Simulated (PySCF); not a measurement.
# C7H4F5N: NMR shielding calculation

C7H4F5N, computed with GIAO PBE0/pcSseg-1 NMR shielding, non-relativistic, gas phase (PySCF 2.14.0).

The geometry comes from this level: PBE0-D3(BJ)/def2-SVP. It belongs to a series of runs on one base structure; here: H on C replaced by C2F5. Figures and captions count atoms from 1; the log counts them from 0 in places.

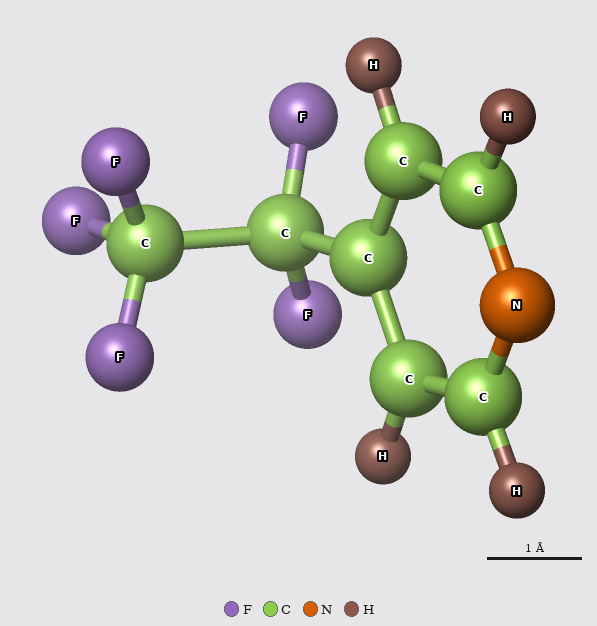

*The structure (ball-and-stick view, seen at a tilt).*

Bond lengths as drawn: C–C 1.39 to 1.54 Å, C–F 1.32 to 1.35 Å, C–H 1.09 to 1.10 Å and C–N 1.33 Å.

Results in brief:

| quantity | value |
| --- | --- |
| outcome | converged |
| total energy | −822.206317 hartree |
| HOMO | −7.95 eV |
| LUMO | −1.67 eV |
| dipole moment | 0.29 D |
| isotropic shielding, F | 271.5 to 316.0 ppm |
| isotropic shielding, C | 28.1 to 67.9 ppm |
| isotropic shielding, N | −108.7 ppm |
| isotropic shielding, H | 22.2 to 23.7 ppm |
| hardware | 2 CPU threads, shared host |
| wall time | 30 s (CPU time 71 s) |
| peak memory | 1.9 GiB |

Input file:
```
{"job": {"kind": "nmr", "xc": "PBE0", "basis": "pcSseg-1"}, "charge": 0, "multiplicity": 1}
F     -1.904298    -1.668635     0.755857
C     -2.266137    -0.438163     0.411761
F     -3.526810    -0.459876     0.010938
F     -2.168772     0.347083     1.478702
C     -1.350427     0.085614    -0.715972
F     -1.796914     1.313455    -1.041331
F     -1.533053    -0.725463    -1.775172
C      0.098593     0.128147    -0.315408
C      0.919361    -0.978364    -0.520157
C      2.246902    -0.893673    -0.103314
N      2.765650     0.182202     0.480997
C      1.971744     1.231431     0.673404
C      0.629752     1.260697     0.296652
H      0.536969    -1.880885    -0.998999
H      2.922203    -1.743378    -0.253637
H      2.423141     2.106128     1.154839
H      0.015722     2.145376     0.471229
```

The first line tells a small driver script what to run in PySCF; the rest is the geometry in Å.

Launch command:
```bash
OMP_NUM_THREADS=2 python <driver script> task.json out
```

Log:
```
coarse grid: 16576 points
cycle   1  E = -821.8821710517  dE =  2.533e+00  |g| = 1.128e+00  |ddm| = 4.086e+00
cycle   2  E = -821.5847252529  dE =  2.974e-01  |g| = 1.810e+00  |ddm| = 1.789e+00
cycle   3  E = -822.0965626925  dE = -5.118e-01  |g| = 1.182e-01  |ddm| = 1.177e+00
cycle   4  E = -822.0971647525  dE = -6.021e-04  |g| = 1.053e-01  |ddm| = 2.007e-01
cycle   5  E = -822.0999690396  dE = -2.804e-03  |g| = 1.717e-02  |ddm| = 1.206e-01
cycle   6  E = -822.1000257596  dE = -5.672e-05  |g| = 6.245e-03  |ddm| = 2.246e-02
cycle   7  E = -822.1000331593  dE = -7.400e-06  |g| = 1.334e-03  |ddm| = 5.720e-03
final grid: 168960 points
cycle   8  E = -822.2063032199  dE = -6.820e-05  |g| = 7.918e-03  |ddm| = 4.635e-02
cycle   9  E = -822.2062944164  dE =  8.803e-06  |g| = 1.107e-02  |ddm| = 1.679e-02
cycle  10  E = -822.2063163097  dE = -2.189e-05  |g| = 1.029e-03  |ddm| = 8.679e-03
cycle  11  E = -822.2063165186  dE = -2.089e-07  |g| = 3.105e-04  |ddm| = 1.130e-03
cycle  12  E = -822.2063165361  dE = -1.751e-08  |g| = 1.244e-04  |ddm| = 3.754e-04
cycle  13  E = -822.2063165387  dE = -2.572e-09  |g| = 4.523e-05  |ddm| = 1.499e-04
cycle  14  E = -822.2063165392  dE = -4.577e-10  |g| = 1.201e-05  |ddm| = 5.272e-05
```

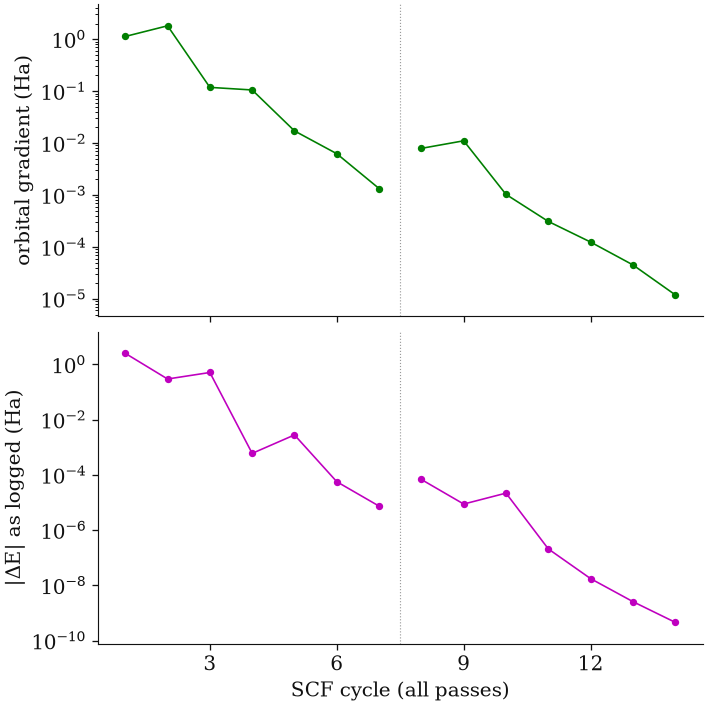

*Convergence of the self-consistent field: orbital gradient and size of the energy change against the SCF cycle. The dotted line marks the change from a coarse to the final integration grid.*

The first 7 cycles use a coarse grid, the final grid takes over at cycle 8, and the field converges after 14 cycles in all.

```
converged SCF energy = -822.2063165392

GIAO shielding tensors (ppm)
atom      isotropic    diamagn.    paramagn.     s11        s22        s33       span
  0 F      271.541     475.069    -203.529    200.651    272.344    341.627    140.976
  1 C       60.018     246.993    -186.975     50.967     62.458     66.630     15.663
  2 F      281.556     466.940    -185.384    206.360    283.569    354.738    148.378
  3 F      271.542     475.035    -203.493    200.517    272.115    341.995    141.478
  4 C       67.946     238.095    -170.149     48.967     72.196     82.675     33.708
  5 F      315.967     472.840    -156.873    229.868    352.817    365.218    135.350
  6 F      316.045     472.867    -156.822    230.222    352.769    365.144    134.922
  7 C       41.063     268.496    -227.432    -57.760     19.091    161.859    219.618
  8 C       58.013     252.586    -194.574    -51.807     47.197    178.649    230.456
  9 C       28.099     251.177    -223.078    -82.506     20.976    145.828    228.334
 10 N     -108.734     330.973    -439.707   -449.426   -183.157    306.382    755.808
 11 C       28.092     251.183    -223.091    -82.506     20.940    145.844    228.350
 12 C       58.032     252.585    -194.553    -51.746     47.203    178.640    230.386
 13 H       23.720      32.392      -8.672     20.099     21.229     29.831      9.731
 14 H       22.220      28.239      -6.019     18.126     21.617     26.917      8.791
 15 H       22.220      28.238      -6.018     18.128     21.613     26.919      8.790
 16 H       23.722      32.383      -8.661     20.112     21.231     29.823      9.711
```

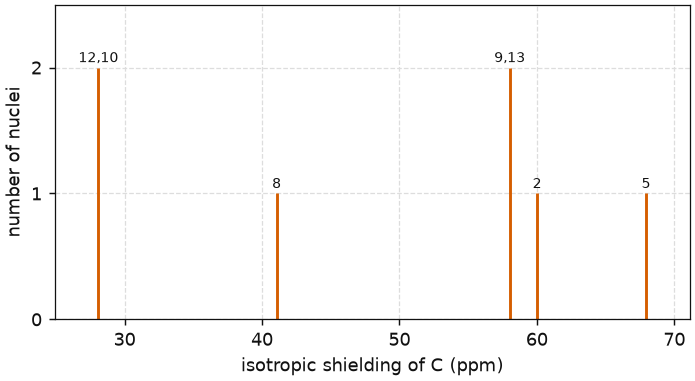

*Isotropic shieldings of the carbon nuclei in this fixed geometry, labelled by atom number; shielding grows to the right, so chemical shift grows to the left.*

The least shielded is C12 (28.1 ppm), the most shielded C5 (67.9 ppm).

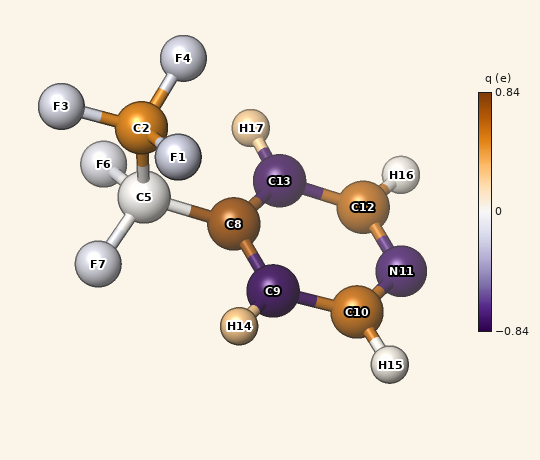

*ESP-fitted charges, as the colour of each atom (ball-and-stick view, seen at a tilt; atoms are numbered from 1 in the order of the input).*

By element: F −0.17 to −0.12, C −0.80 to +0.75, N −0.75 and H +0.03 to +0.26 e.
